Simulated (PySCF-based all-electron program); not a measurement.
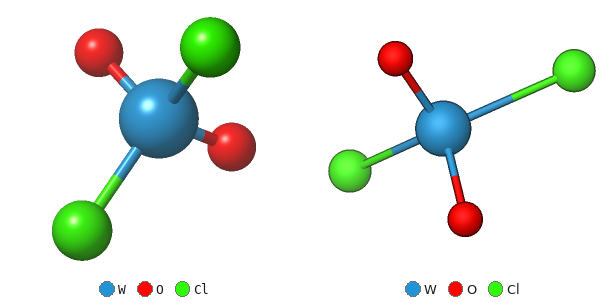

Figure made from data computed with PySCF-based all-electron program.

Both panels show the same species.

Charge 0, singlet. Geometry: a fixed input geometry, not necessarily a minimum.

Question: Give the formula.

Answer: WCl2O2, 5 atoms: 1 tungsten, 2 chlorine and 2 oxygen.

Question: Count the bonded pairs by element.

Answer: 2 O–W, 2 Cl–W. Sticks follow a distance rule.
